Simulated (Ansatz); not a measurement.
# UB3LYP/6-31G(d) (spherical functions) run of GaCl2O (SMILES [O][Ga]([Cl])[Cl])

Aim: the electronic atomisation energy of GaCl2O at UB3LYP/6-31G* (spherical functions), from 4 runs. 

The calculation is run with Ansatz 0.2.0.

47 further runs of the same task are left out: 5 that didn't finish, 42 set aside as unsound or not needed.

### 1 The system as given

The species is GaCl2O (4 atoms), meant as a doublet with charge 0. SMILES: `[O][Ga]([Cl])[Cl]`. The coordinates come from a PBE0-D4/def2-TZVP relaxation.

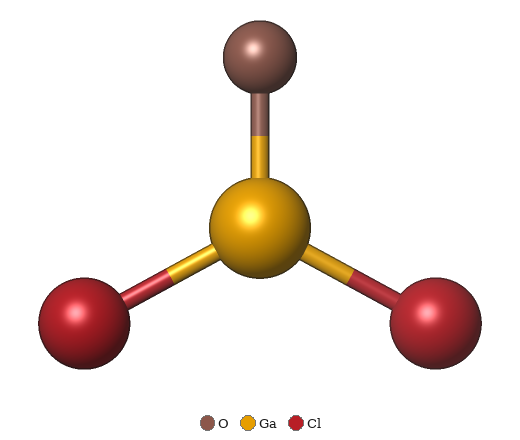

Viewed from a chosen angle; oxygen brown, gallium amber, chlorine red.

### 2 A single-point energy at UB3LYP/6-31G(d) (spherical functions)

run.yaml

```yaml
basis:
  gaussian: {orbitals: 6-31G_st_-spherical.json}
crystal:
  periodic: [false, false, false]
  atoms:
    - {symbol: O, position_ang: [0.746300, 1.055700, 1.312100]}
    - {symbol: Ga, position_ang: [0.035800, 0.016900, 0.034200]}
    - {symbol: Cl, position_ang: [0.760400, -1.952900, -0.180900]}
    - {symbol: Cl, position_ang: [-1.486800, 0.819800, -1.185700]}
magnetization: {spin_polarized: true, initial_magnetization: 1}
hamiltonian: {xc: {name: B3LYP}}
accuracy: high
output: {orbitals: {seedname: orbitals}}
```

The basis set 6-31G* is read from a file made from the Basis Set Exchange's data (not shown).

Started as:

```sh
$ ansatz run run.yaml --threads 1 --pin off --max-ram 3480MiB --events-out events.jsonl --progress --plain --runs-dir runs
```

Output:

```text
Warning: RAYON_NUM_THREADS=1 ignored (pool sized by the plan → 1); use --threads N
Functional definition: B3LYP
  name "B3LYP"
  parameter a0 = 0.2
  parameter ax = 0.72
  parameter ac = 0.81
  exchange = (1 - a0 - ax)*slater_x + ax*b88_x + a0*exact_x
  correlation = (1 - ac)*vwn_rpa_c + ac*lyp_c
1619 factors; integrals over basis functions are off by at most 5.7e-9 eV
mean field evaluation 1: about -79448.6998 eV, gradient 5.3e1 eV
mean field evaluation 2: about -79239.2208 eV, gradient 1.4e2 eV
mean field evaluation 4: about -79458.2881 eV, gradient 3.6e1 eV
mean field evaluation 8: about -79464.7395 eV, gradient 8.9e-1 eV
mean field evaluation 16: about -79464.7954 eV, gradient 1.8e-3 eV
mean field evaluation 32: about -79464.7954 eV, gradient 1.2e-6 eV
mean field -79464.79543740 eV, -2920.2773691515 hartree, gradient 1.4e-8 eV, S^2 0.754225; 2 other end points of the search recorded, 0 dependent functions left out
reference -79464.79547488 eV, -2920.2773705289 hartree; 37, 36 occupied and 45, 46 virtual orbitals, 1619 factors
Total energy: -79464.79547488 eV, -2920.2773705289 hartree
```

Wall time 27 s (1 thread of Arm Neoverse V2, shared host); peak memory 0.43 GiB.

### 3 The Cl atom, same level

run.yaml

```yaml
basis:
  gaussian: {orbitals: 6-31G_st_-spherical.json}
crystal:
  periodic: [false, false, false]
  atoms:
    - {symbol: Cl, position_ang: [0.000000, 0.000000, 0.000000]}
magnetization: {spin_polarized: true, initial_magnetization: 1}
accuracy: high
hamiltonian: {xc: {name: B3LYP}}
```

The basis set 6-31G* is read from a file made from the Basis Set Exchange's data (not shown).

Run the same way, it converges to -460.13279 Eh (log not shown).

### 4 The Ga atom

job.yaml

```yaml
basis:
  gaussian:
    orbitals: 6-31G_st_-spherical.json
crystal:
  periodic: [false, false, false]
  atoms:
    - {symbol: Ga, position_ang: [0.000000, 0.000000, 0.000000]}
total_charge: 0
magnetization:
  spin_polarized: true
  initial_magnetization: 1
hamiltonian:
  xc: {name: B3LYP}
accuracy: high
```

The basis set 6-31G* is read from a file made from the Basis Set Exchange's data (not shown).

Run the same way, it converges to -1924.58741 Eh (log not shown).

### 5 The O atom, same level

input.yaml

```yaml
basis:
  gaussian: {orbitals: 6-31G_st_-spherical.json}
crystal:
  periodic: [false, false, false]
  atoms:
    - symbol: O
      position_ang: [0.000000, 0.000000, 0.000000]
total_charge: 0
magnetization: {spin_polarized: true, initial_magnetization: 2}
hamiltonian: {xc: {name: B3LYP}}
accuracy: high
```

The basis set 6-31G* is read from a file made from the Basis Set Exchange's data (not shown).

Run the same way, it converges to -75.05940 Eh (log not shown).

### 6 What came out

At UB3LYP/6-31G* (spherical functions):

| quantity | value |
| --- | --- |
| molecule: total energy | -2920.27737 Eh |
| molecule: HOMO energy (highest over α and β) | -9.07 eV |
| molecule: LUMO energy (lowest over α and β) | -5.30 eV |
| molecule: ⟨S²⟩ | 0.754 |
| Cl atom: total energy | -460.13279 Eh |
| Cl atom: ⟨S²⟩ | 0.752 |
| Ga atom: total energy | -1924.58741 Eh |
| Ga atom: ⟨S²⟩ | 0.752 |
| O atom: total energy | -75.05940 Eh |
| O atom: ⟨S²⟩ | 2.002 |
| electronic atomisation energy | 9.932 eV |

What this shows: Taking the molecule apart into free atoms costs 9.93 eV (958 kJ/mol), before zero-point energy and without spin-orbit coupling.
